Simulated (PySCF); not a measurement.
Molecule: SMILES N[SiH2]O[Si](Cl)(Cl)Cl (H₄Cl₃NOSi₂). Atoms near the plane z = 0.0 Å, at the PBE0/def2-SVP optimised geometry (x, y, z in Å): Si1 (0.8, -1.6, 0.0), Cl2 (2.9, -1.6, 0.0), O5 (0.3, -0.1, 0.0), Si6 (-1.1, 0.8, 0.0), N7 (-2.5, -0.2, 0.0), H10 (-2.9, -0.6, 0.8), H11 (-2.9, -0.7, -0.9).

Computed with PySCF 2.14.0 with PBE0/def2-TZVP. Cells within 0.4 Å of a nucleus heavier than hydrogen are left out (blank, or x). The values are rescaled to run from 0 to 1.

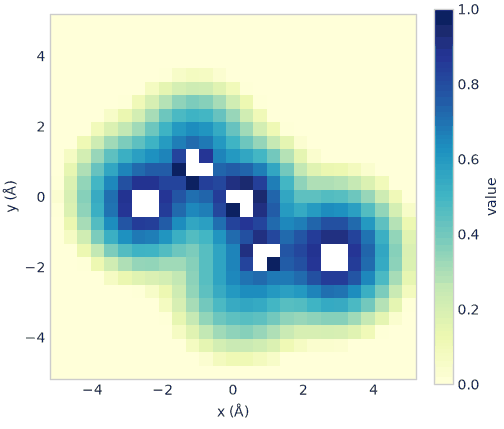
Figure: a field on the plane z = 0.0 Å.

Question: Which quantity is mapped?
A) electrostatic potential
B) log10 of the electron density
C) an orbital amplitude
D) deformation density (molecule minus spherical neutral atoms)

Answer: B, log10 of the electron density. In full: log10 of the electron density (e/bohr³), floored at −4.
